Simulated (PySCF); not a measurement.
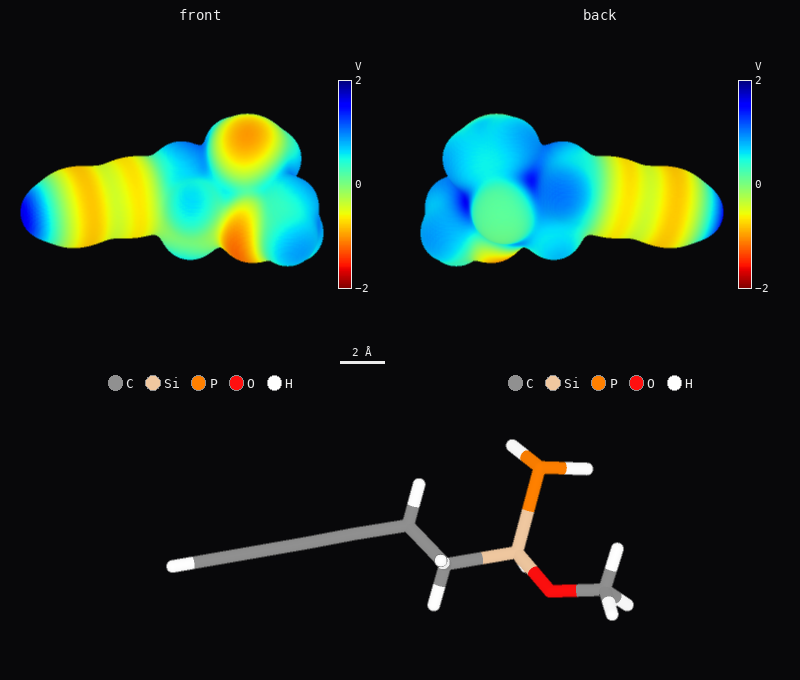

Figure 1: C₇H₁₁OPSi. The molecular electrostatic potential painted on the density surface at 0.002 e/bohr³, seen from the front and from behind; red is negative and blue positive. The bare structure is drawn below in the same view.

Geometry: GFN2-xTB.

All numbers below come from PySCF 2.14.0, PBE0/pcSseg-1, SCF density, gas phase, non-relativistic.

| atom | x (Å) | y (Å) | z (Å) |
| --- | --- | --- | --- |
| C | 6.1517 | 0.5665 | 0.0506 |
| C | 4.9967 | 0.2333 | -0.0209 |
| C | 3.6915 | -0.1388 | -0.0951 |
| C | 2.5379 | -0.4880 | -0.1577 |
| C | 1.1430 | -0.8548 | -0.2265 |
| C | 0.2372 | 0.3769 | -0.2095 |
| Si | -1.5915 | -0.1147 | -0.2903 |
| P | -2.0922 | -1.5354 | 1.3865 |
| O | -2.3732 | 1.2881 | -0.0577 |
| C | -3.7151 | 1.4609 | 0.2803 |
| H | 7.1575 | 0.8549 | 0.1110 |
| H | 0.9701 | -1.4314 | -1.1406 |
| H | 0.9025 | -1.4977 | 0.6283 |
| H | 0.4355 | 0.9541 | 0.6951 |
| H | 0.4872 | 1.0198 | -1.0528 |
| H | -1.9404 | -0.6786 | -1.6089 |
| H | -1.4734 | -2.6373 | 0.8286 |
| H | -3.3262 | -1.9037 | 0.8763 |
| H | -3.8516 | 2.4919 | 0.6060 |
| H | -4.3558 | 1.2660 | -0.5828 |
| H | -4.0003 | 0.7848 | 1.0916 |

Describe the electrostatic potential map.

The most negative region (about −1.1 V) lies over O9, the most positive (about +1.6 V) over H11. O9 is the likeliest acceptor of a hydrogen bond.
